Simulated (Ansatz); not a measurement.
**FPb···F···F (charge −1, quintet): density, localisation and related maps**

```xyz
4

Pb   -0.4210    2.2211   -1.1029
F    -0.4825   -0.0929   -0.9310
F    -0.1588   -0.3001    0.9704
F     1.0623   -1.8280    1.0636
```

Geometry: r2SCAN-D4/def2-TZVPD; core potentials replace the inner electrons of Pb.

The calculation used UKS PBE0-D4/def2-TZVPD in Ansatz.

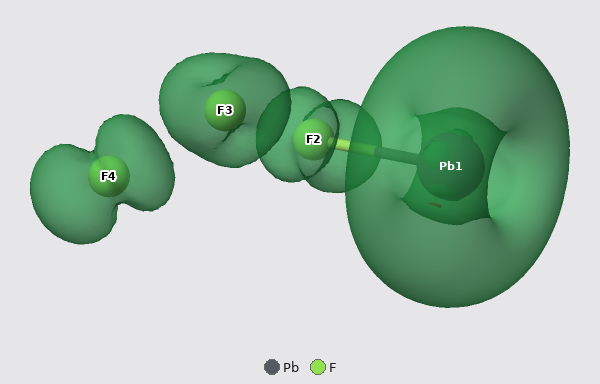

Figure 1. Isosurfaces of the spin density (α minus β) at +0.03 (green) and −0.03 e/Å³ (red), seen from one side.

### Which atoms carry the spin?

The unpaired spin (4 electrons) lies mostly on Pb1 (about 1.9), F3 (about 0.8), F4 (about 0.8) and F2 (about 0.5), in electrons by Hirshfeld's partition.

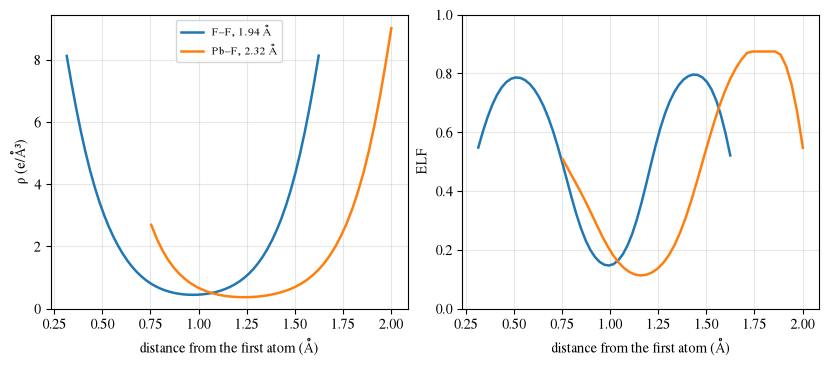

Figure 2. Electron density and electron localisation function along straight lines between neighbouring atoms. The curves leave out the atomic cores.

### What can be read from the curves?

F2···F3 (1.94 Å): the density falls to about 0.44 e/Å³ on the way; the ELF dips to about 0.15 between them.
Pb–F (2.32 Å): ρ at the midpoint is about 0.39 e/Å³; the ELF is about 0.10 at the midpoint.
